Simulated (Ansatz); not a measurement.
Band structure of AgAu₃ (Pm-3m, 4 atoms in the cell).

```
CELL_PARAMETERS angstrom
      4.12163     0.00000     0.00000
      0.00000     4.12163     0.00000
      0.00000     0.00000     4.12163
ATOMIC_POSITIONS crystal
  Ag 0.50000 0.50000 0.50000
  Au 0.50000 0.00000 0.00000
  Au 0.00000 0.50000 0.00000
  Au 0.00000 0.00000 0.50000
```

Level of theory: LDA (PW92), PAW files made with PBE (plane waves; Ansatz, a quantum-chemistry and plane-wave program).

Settings: basis.ecutwfc = 420 eV; kpoints.mp_grid.grid = 6 6 6; hamiltonian.xc = lda; hamiltonian.pseudopotentials = {kind: paw} (the program's default PAW files); scf.occupations.method = fermi_dirac; scf.occupations.width = 0.1 eV; kpoints.band_path.npoints = 8.

The starting cell comes from a database of computed structures (which also holds hypothetical and non-ambient phases and stackings), without a prior relaxation at this level. Spin-orbit coupling is off.

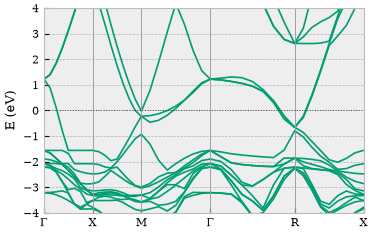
Bands along the path, energies from the Fermi level.

Levels in eV from the Fermi level, bands 35 to 42:
```
point     35     36     37     38     39     40    41    42
-----  -----  -----  -----  -----  -----  -----  ----  ----
Γ      -1.56  -1.56  -1.56   1.22   1.22   1.22  5.26  5.26
X      -2.86  -2.48  -2.08  -1.56   4.59   5.54  5.90  5.90
M      -3.04  -2.99  -0.93  -0.23  -0.23  -0.03  8.31  8.52
R      -1.86  -1.86  -0.80  -0.66  -0.66  -0.66  2.62  2.62
```

Bands cross the Fermi level along this path, so the cell is metallic at this level.

Keys are those of Ansatz 0.2.
